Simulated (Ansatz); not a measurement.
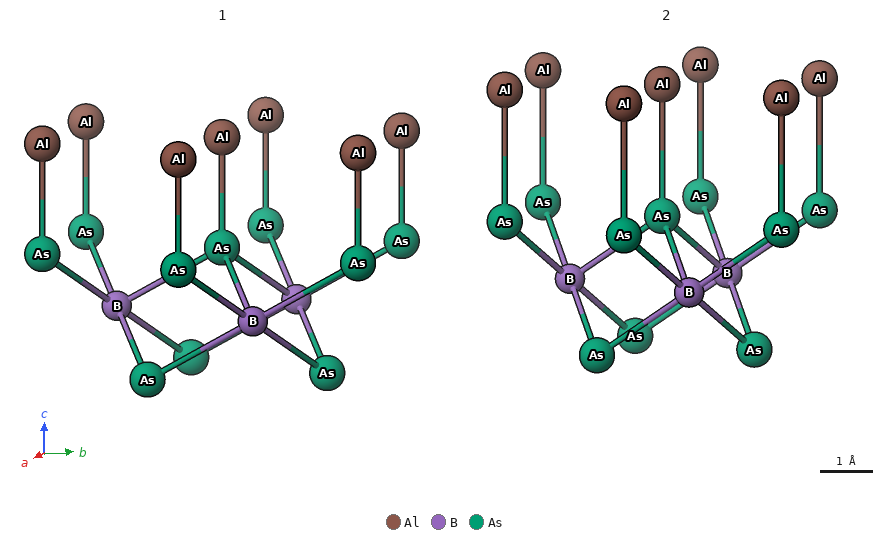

Two geometries of solid AlBAs2 (a generated structure, set up in R-3m) (coarse preliminary run), drawn at one scale. One is the start of a relaxation, the other its converged end. A ball-and-stick model of the atoms within 4.2 Å of the atom that moves most (axes of the conventional cell (3 times the calculation's cell)), seen slightly off an axis. Lengths and directions refer to the drawn axes.

Theory: Ansatz 0.2.0, DFT PBE, scalar-relativistic, plane waves, PAW. Set-up: plane-wave cutoff 420 eV; k-point mesh 6 × 6 × 6; occupations gaussian; smearing width 0.1 eV; no spin polarisation; cell and atoms relaxed; force threshold 0.04 eV/Å; at most 70 steps.

Which geometry has the lower energy?

Structure 2 is the relaxed one. Over 6 accepted moves (8 points after the start) the energy falls by 455 meV per atom. The largest force component goes from 4 to 0.019 eV/Å. Pressure: 3.99 GPa at the start and 0.10 GPa at the end. The line search rejected the trial step at point 5 of the run. The SCF was repeated once at an unchanged geometry on a basis and grid sized afresh for the cell, which shifted the energy by 1.7 meV per atom at most. The largest moves relative to the cell, 0.096 Å, are those of As atoms. B and Al stay in place. The volume changes by −11.7 %, with a = b 3.608 → 3.161 Å (−12.4 %), c 19.953 → 22.951 Å (+15.0 %). Near-neighbour distances that change, for instance: As–As 3.608 → 3.161 Å, Al–As 2.138 → 2.556 Å, As–B 2.398 → 2.223 Å. Bond angles that change, for instance: As–B–As 97.6° → 90.6°, As–B–As 82.4° → 89.4°, B–As–B 97.6° → 90.6°. The space group stays R-3m (No. 166).
